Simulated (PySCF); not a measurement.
BeF (charge −1)

```xyz
2

Be    0.0000    0.0000   -0.9882
F     0.0000    0.0000    0.4688
```

Level of theory: PySCF, PBE0/aug-pcseg-1, non-relativistic, at a bond length of 1.457 Å.

> What can the converged electron density and electron localisation function tell about the bonding?

Be–F (1.46 Å): ρ is about 1.3 e/Å³ halfway; the ELF peaks at about 0.85 in the valence shell of F, 0.6 Å from its nucleus, and is about 0.65 at the midpoint.

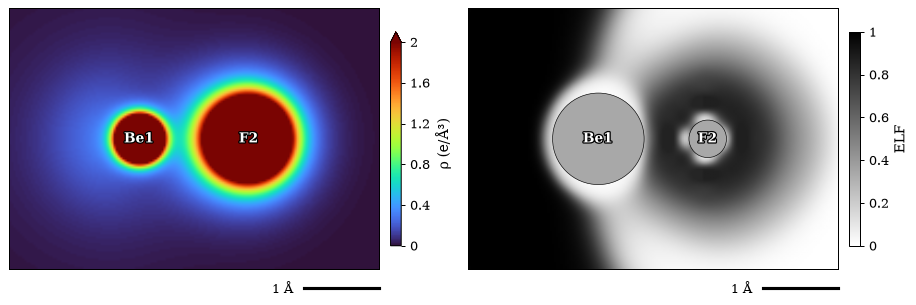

Computed electron density and electron localisation function on a plane that holds the molecular axis, in this order. Grey discs cover the atomic cores in the ELF map. 
